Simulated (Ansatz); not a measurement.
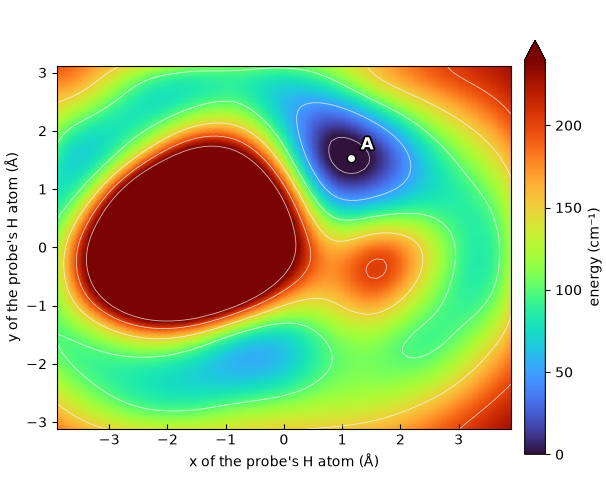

BFH₂SSi (SMILES FB[SiH]=S) with the probe H2. 
- The probe is moved over a plane parallel to the molecule's main plane, 2.50 Å above it.
- The first coordinate is: x of the probe's H atom; the second: y of the probe's H atom.
- Nothing is relaxed (molecule and probe rigid, the probe upright with H nearest the plane).
- The scan uses an 11 × 9 grid.
- All energies are given in cm⁻¹ relative to the lowest grid point.
- Theory: RKS B3LYP-D4/def2-SVPD (Ansatz 0.2.0).

In the figure: a smooth colour map with a few white contour lines, one colour for all values above the top of the scale, the point A. Between grid points the surface is interpolated.

### Find the lowest pass out of the well at A.

The easiest path leads from the well at about x of the probe's H atom = 1.15 Å, y of the probe's H atom = 1.54 Å to the well at about x of the probe's H atom = −2.03 Å, y of the probe's H atom = 2.59 Å, about 91 cm⁻¹ higher. Its highest point lies about 100 cm⁻¹ above the bottom of the first well on the interpolated surface, at about x of the probe's H atom = −0.96 Å, y of the probe's H atom = 2.78 Å. Seen from the upper well the barrier is about 9.6 cm⁻¹. This is the barrier on the constrained surface; relaxing the other coordinates would change it.

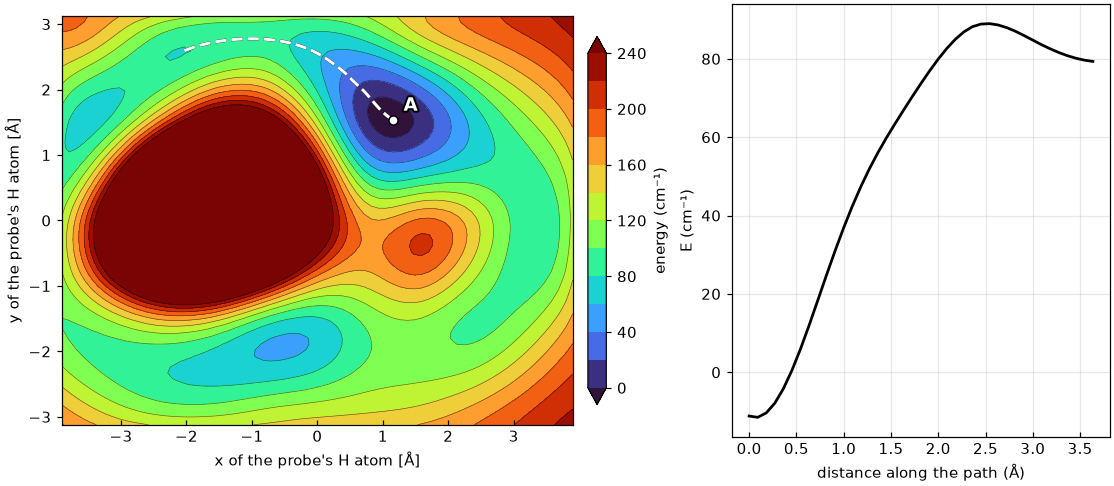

In the figure: filled contours, a line along the lowest path, one colour for all values above the top of the scale, the energy along the path at the right. Between grid points the surface is interpolated.
